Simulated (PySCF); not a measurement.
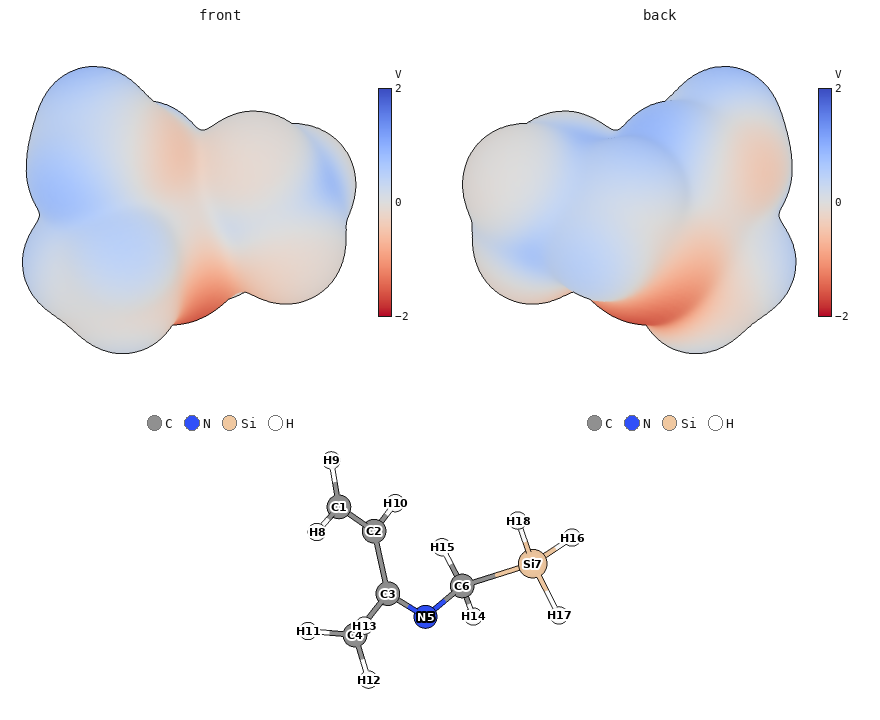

*C5H11NSi (SMILES C=C/C(C)=N\C[SiH3]). The molecular electrostatic potential painted on the density surface at 0.001 e/bohr³, seen from the front and from behind; the colour scale runs from red (negative) to blue (positive). The bare structure is drawn below in the same view.*

Geometry: GFN2-xTB.

Method: PBE0/pcSseg-1, SCF density, gas phase, non-relativistic (PySCF).

```xyz
18

C    -1.6922    1.9623    0.0834
C    -0.7936    1.0865   -0.3525
C    -0.7791   -0.3423   -0.0342
C    -1.9477   -0.9076    0.7223
N     0.1392   -1.1674   -0.3380
C     1.3395   -0.8460   -1.0196
Si    2.6733   -0.3350    0.2586
H    -2.5119    1.6854    0.7238
H    -1.6333    3.0050   -0.1830
H     0.0119    1.4396   -0.9834
H    -2.8761   -0.7176    0.1869
H    -1.8112   -1.9788    0.8355
H    -2.0164   -0.4522    1.7087
H     1.6671   -1.7585   -1.5252
H     1.2399   -0.0610   -1.7807
H     3.9327   -0.1497   -0.4667
H     2.7931   -1.3807    1.2700
H     2.2561    0.9243    0.8823
```

> Where is the surface potential most negative and most positive?

The most negative region (about −1.5 V) lies over N5, the most positive (about +0.8 V) over H8, H9, H10 and H15. N5 is the likeliest acceptor of a hydrogen bond.

> How polar is the molecule by this calculation?

Its dipole moment is 1.65 D.
